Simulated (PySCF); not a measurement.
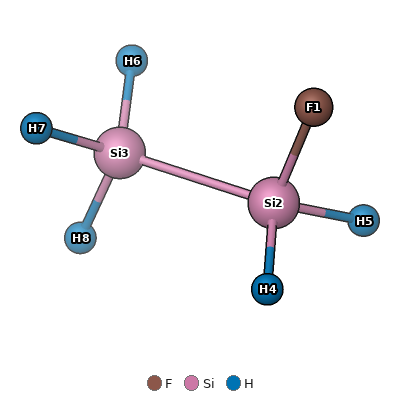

Structure of Si₂H₅F, SMILES F[SiH2][SiH3].

GIAO shifts, PBE0/pcSseg-1 with PySCF 2.14.0, at a GFN2-xTB geometry (no frequency check), against TMS for ²⁹Si and TMS for ¹H computed at the same level. Gas phase, fully decoupled, line heights follow the number of nuclei, widths are arbitrary (no quadrupolar broadening); values of one conformer, averaged over methyl-type rotors and exact or near symmetry.

How many ²⁹Si lines appear, and where?

Answer. 2 signals.


```
δ (ppm)  nuclei  atoms
   11.2       1    Si2
 −120.7       1    Si3
```

Predict the ¹H spectrum.

Answer. 2 signals.


```tsv
δ (ppm)	nuclei	atoms
5.74	2	H4, H5
3.47	3	H6, H7, H8
```

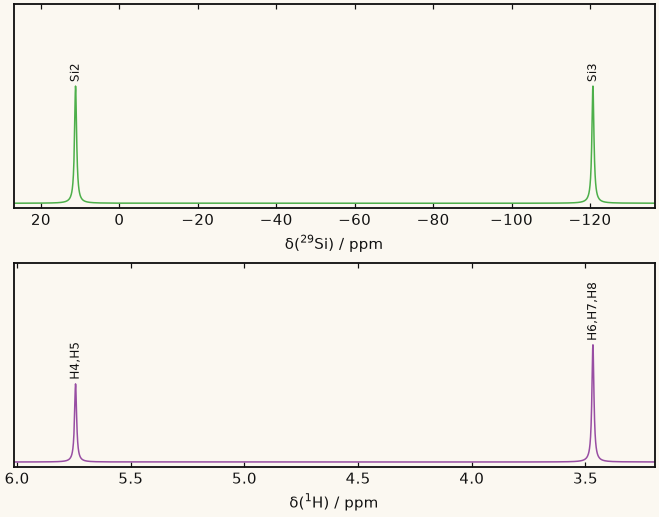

Known limits of this run: the tight-binding geometry is rougher than a DFT one and adds to the error.
